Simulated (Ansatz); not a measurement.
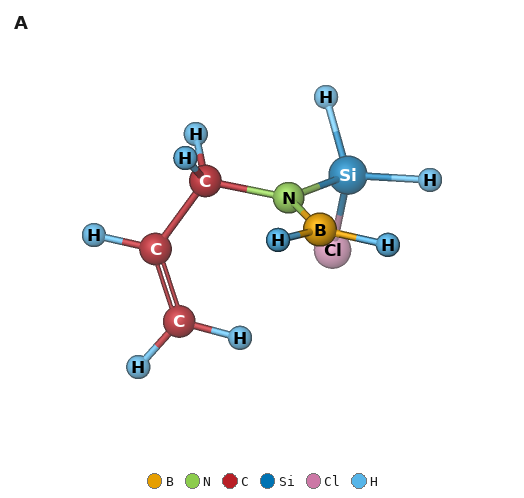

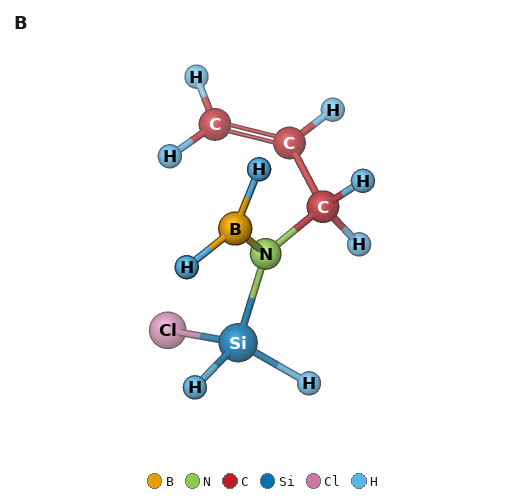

Distant atoms are faded towards the background colour. Computed geometry: PBE0-D4/def2-TZVP optimisation.

### Are A and B the same structure? If not, how do they differ?

Yes. They are the same structure, C3H9BClNSi (BN(CC=C)[SiH2]Cl), seen from two directions: a rotation takes one into the other. The geometry is chiral (C1), so its mirror image would differ.
